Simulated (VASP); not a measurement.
Band structure of PbO (relaxed from the zinc blende structure, space group F-43m). All values below come from PBEsol GGA, VASP's PBE PAW potentials (set 64) (plane waves; VASP).

Unless said otherwise, spin-orbit coupling is left out, though it shifts the bands of the heavy elements here.

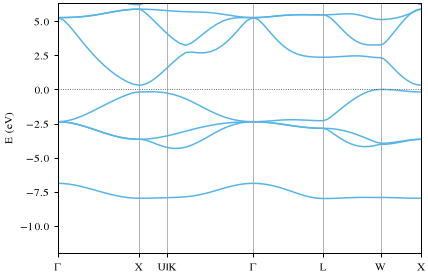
Bands along high-symmetry lines, zero at the valence-band maximum or, without a gap, the Fermi level

Question: Read the plot: is there a gap, and where are the band edges?

Answer: The gap is indirect, 0.31 eV, from the valence maximum at W to the conduction minimum at X. (Edges off the drawn lines would not show.)

The structure was generated: PbO was put into the zinc blende type (F-43m), which need not be its known phase. It was relaxed first, which changed the volume by +47 %.
